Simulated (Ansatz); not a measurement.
Single-point calculation, with input and output: Si$_{2}$H$_{8}$O

System: Si$_{2}$H$_{8}$O.
Method: RKS PBE0-D4/def2-TZVPP (Ansatz 0.2.0).

The geometry is a transition state. The reaction was set up to form Si1–Si7 and O2–H6 and to break Si1–O2 and H6–Si7 (atoms counted from 1 in the order of the input); sticks are drawn by distance alone. The geometry comes from this level: PBE0-D4/def2-TZVP.

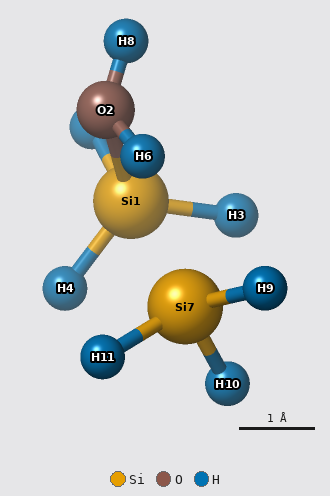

Figure 1. The structure as given in the input (ball-and-stick view, seen at an oblique angle; atoms are numbered from 1 in the order of the input).

Results in brief

```json
{"quantity": "outcome", "value": "converged"}
{"quantity": "total energy", "value": "−17923.1872 eV"}
{"quantity": "mean-field energy", "value": "−17923.0124 eV"}
{"quantity": "dispersion energy", "value": "−0.1748 eV"}
{"quantity": "SCF solution under orbital rotations", "value": "stable"}
{"quantity": "HOMO", "value": "−6.25 eV"}
{"quantity": "LUMO", "value": "−0.44 eV"}
{"quantity": "hardware", "value": "4 threads of Intel Xeon @ 2.50GHz, 180 GiB of memory available, shared host"}
{"quantity": "wall time", "value": "5.5 s (CPU time 15 s)"}
{"quantity": "peak memory", "value": "0.48 GiB"}
```

Input
```yaml
crystal:
  periodic: [false, false, false]
  atoms:
    - {symbol: Si, position_ang: [-0.160891, 0.763143, -0.980964]}
    - {symbol: O, position_ang: [0.014503, 1.532052, 0.686814]}
    - {symbol: H, position_ang: [1.064658, 0.216446, -1.607692]}
    - {symbol: H, position_ang: [-1.434299, 0.110757, -1.368338]}
    - {symbol: H, position_ang: [-0.276329, 2.146381, -1.557673]}
    - {symbol: H, position_ang: [0.241426, 0.584277, 1.093756]}
    - {symbol: Si, position_ang: [-0.002151, -1.470524, 0.653684]}
    - {symbol: H, position_ang: [0.621681, 2.279031, 0.821227]}
    - {symbol: H, position_ang: [1.097695, -1.969678, 1.546356]}
    - {symbol: H, position_ang: [0.111945, -2.288884, -0.594213]}
    - {symbol: H, position_ang: [-1.278338, -1.903001, 1.306941]}
basis:
  gaussian: {orbitals: def2-TZVPP}
hamiltonian: {xc: pbe0, dispersion: d4}
output: {orbitals: {seedname: orbitals}}
```

Launch command:
```bash
ansatz run in.yaml --threads 4 --pin off --events-out ev --progress --plain --max-ram 9574MiB
```

Output
```
Functional definition: PBE0
  name "PBE0"
  cite "Adamo & Barone, J. Chem. Phys. 110, 6158 (1999) doi:10.1063/1.478522"
  cite "Perdew, Burke & Ernzerhof, Phys. Rev. Lett. 77, 3865 (1996) doi:10.1103/PhysRevLett.77.3865"
  parent pbe
  parameter a = 0.25
  parameter kappa = 0.804
  parameter beta = 0.06672455060314922
  exchange = (1 - a)*pbe_x(kappa = kappa, mu = beta*pi^2/3) + a*exact_x
  correlation = pbe_c(beta = beta)
1205 factors; their error is unknown
mean field evaluation 1: about -17920.0185 eV, gradient 4.2e1 eV
mean field evaluation 2: about -17917.2469 eV, gradient 5.9e1 eV
mean field evaluation 4: about -17922.9714 eV, gradient 1.6e0 eV
mean field evaluation 8: about -17922.9774 eV, gradient 7.2e-2 eV
mean field evaluation 16: about -17923.0124 eV, gradient 1.8e-5 eV
mean field -17923.01236789 eV, -658.6585558657 hartree, gradient 1.8e-5 eV, S^2 0.000000; 0 other end points of the search recorded, 0 dependent functions left out
reference -17923.01240257 eV, -658.6585571401 hartree; 22, 22 occupied and 205, 205 virtual orbitals, 1205 factors
Total energy: -17923.18716722 eV, -658.6649796227 hartree
```

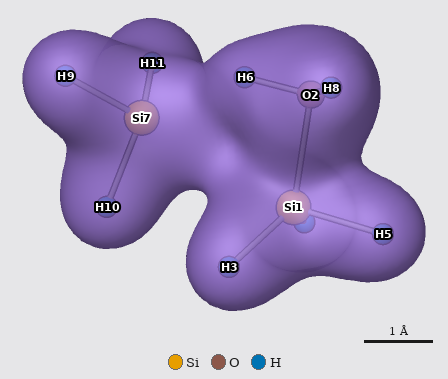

Figure 2. Isosurface of the total electron density at 0.2 e/Å³ (purple), seen at a tilt. At this value the surface is in one piece. On the grid the lowest density along these lines, outside the cores, is 0.31 e/Å³ (Si···Si, 2.77 Å), 0.58 e/Å³ (Si–O, 1.84 Å), 2.4 e/Å³ (O–H, 0.97 Å) and 0.83 e/Å³ (Si–H, 1.48 Å).

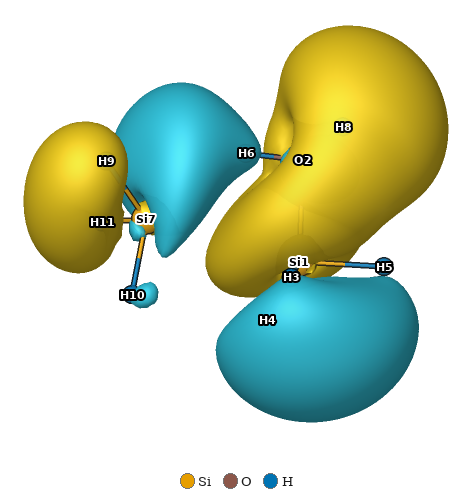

Figure 3. One frontier orbital at ±0.06 Å⁻³ᐟ² (yellow and cyan are the two phases), seen face on. The LUMO, at −0.44 eV. Its weight (Hirshfeld) is mainly on Si1 (35 %), Si7 (15 %), H8 (15 %) and O2 (10 %).

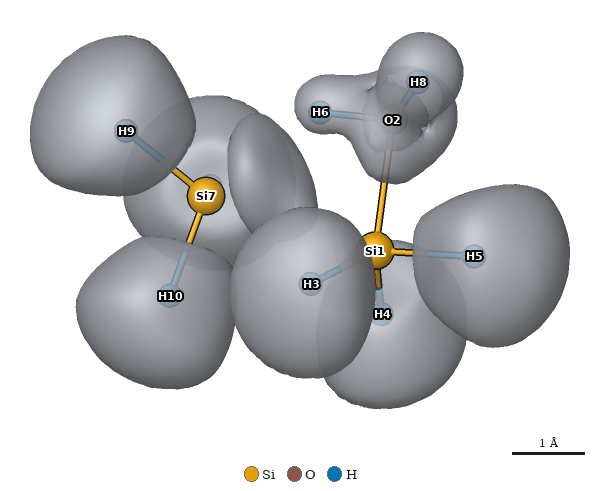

Figure 4. Isosurface of the ELF at 0.75 (grey), seen at a tilt. Core shells and regions of very low density are left out. Profiles from the grid: Si1···Si7 (2.77 Å): the ELF peaks at about 0.95 between the atoms.

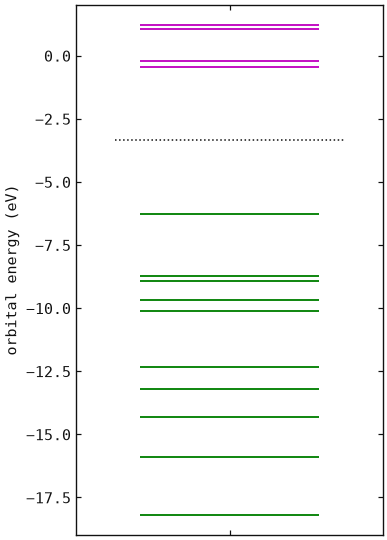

Figure 5. Orbital energies near the frontier; the dotted line parts filled from empty levels, and levels within 0.02 eV of each other stand side by side. Highest filled −6.25 eV, lowest empty −0.44 eV, 5.81 eV apart.
